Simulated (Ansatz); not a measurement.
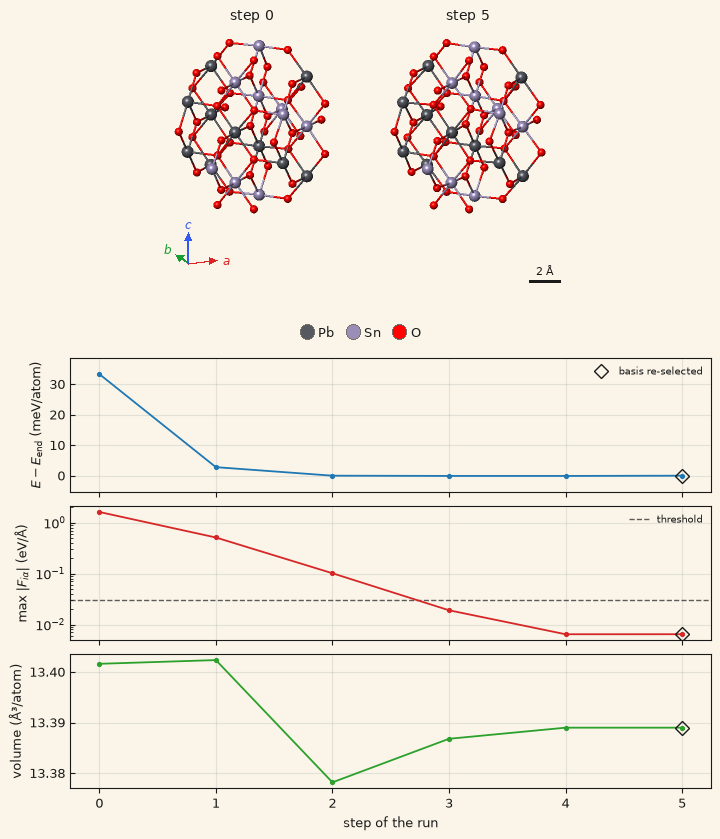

First and last geometry of a relaxation of solid Pb15Sn9O48 (a generated structure), with the history of the run. A ball-and-stick model of the atoms within 5.8 Å of the atom that moves most (axes of the cell of the calculation), seen slightly off an axis.

The calculation used DFT, PBEsol, PAW, plane waves (Ansatz 0.2.0). Settings: plane-wave cutoff 420 eV; k-point mesh 1 × 1 × 1; mesh shifted by (0.25, 0.25, 0.25); no spin polarisation; cell relaxed at fixed alpha, beta, gamma; force threshold 0.03 eV/Å; at most 80 steps.

### What do the curves and the structures tell?

It converged. The atom that moves furthest relative to the cell is an O atom (0.13 Å along [0 1 1]). By element the largest moves are O 0.13 Å, Sn 0.11 Å, Pb 0.10 Å. The volume changes by −0.1 %, with a 9.821 → 9.805 Å (−0.2 %), b 9.821 → 9.836 Å (+0.2 %), c 10.004 → 9.995 Å (−0.1 %). Some distances before and after: O–Sn 2.218 → 2.052 Å, O–Sn 2.215 → 2.088 Å, O–Sn 2.163 → 2.050 Å, O–Sn 2.176 → 2.068 Å. Bond angles that change, for instance: Pb–O–Pb 129.1° → 123.1°, Pb–O–Sn 126.1° → 131.8°, Pb–O–Pb 130.3° → 125.1°. The space group stays P1 (No. 1). The energy falls by 33.3 meV per atom in 4 accepted moves (5 points after the start). Largest force component: 1.6 eV/Å at the start, 0.0065 eV/Å at the end. Pressure: 0.37 GPa at the start and 0.01 GPa at the end. The SCF was repeated once at an unchanged geometry on a basis and grid sized afresh for the cell, which shifted the energy by 0.1 meV per atom at most. Cost: 30 s on 1 × NVIDIA H100 80GB HBM3 with 5 threads of AMD EPYC 7R13 Processor, peak memory 1.4 GiB.

```tsv
step	E − E(0), meV/atom	largest force component, eV/Å	pressure, GPa	volume, Å³/atom	note
0	0.00	1.6199	0.37	13.402	
1	-30.53	0.5111	-0.20	13.402	
2	-33.32	0.1016	0.11	13.378	
3	-33.40	0.0191	0.06	13.387	
4	-33.41	0.0064	0.01	13.389	
5	-33.33	0.0065	0.01	13.389	same geometry, new basis
```
